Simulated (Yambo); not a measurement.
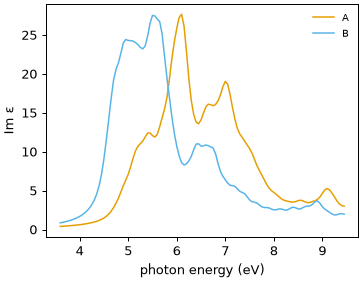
Figure: Two computed absorption spectra of BeTe (zinc blende, space group F-43m, No. 216) (Yambo, PBE bands with the same scissor, field along x)

**Question.** Which curve includes the electron-hole attraction (BSE)?

**Answer.** Curve B: the attraction moves weight to lower energy (centre of the plotted range 5.9 eV against 6.6 eV). Settings: 10×10×10 mesh, 3 valence and 4 conduction bands, static screening with 24 bands and a 4 Ry block, scissor 1.12 eV, Tamm-Dancoff. The scissor comes from a G0W0 run whose convergence isn't established. Broadening 0.15 eV. The band window holds all transitions up to 9.5 eV. On this mesh the peak heights and the fine structure are mesh artefacts; only the shift of weight is robust.

Bands and orbitals come from the standard potentials; the scissor and the G0W0 gaps come from a run at the same geometry on the stringent ones, which hold whole semicore shells in the valence.

Spin-orbit coupling is not included.

Geometry relaxed with PBEsol; primitive cell a = b = c = 3.9646 Å, α = β = γ = 60.00°.
